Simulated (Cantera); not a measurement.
Input: 1 mol Si, a varied amount of NF3, 24 mol H2, held at 827 °C and 0.0133 bar.

Equilibrium computed with Cantera from the NASA thermochemical tables; the gas is ideal and each condensed phase is pure. Candidate condensed phases: Si, Si3N4; 37 gas species. The tables' values for SiF3 are old estimates; treat these amounts as uncertain. Equilibrium is a limit: real reactors are often held back by kinetics, nucleation or transport.

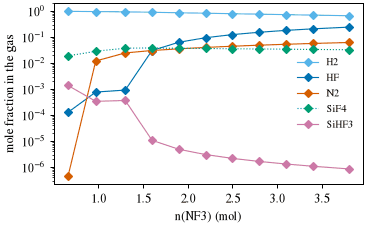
Fig. 1. Equilibrium gas composition (values under 1e-9 drawn at 1e-9)

Q: Read off the mole fractions at 0.66 mol NF3.

A: H2 about 0.98, SiF4 about 0.019, SiHF3 about 0.0014, HF about 0.00013, N2 about 4.5e-7.
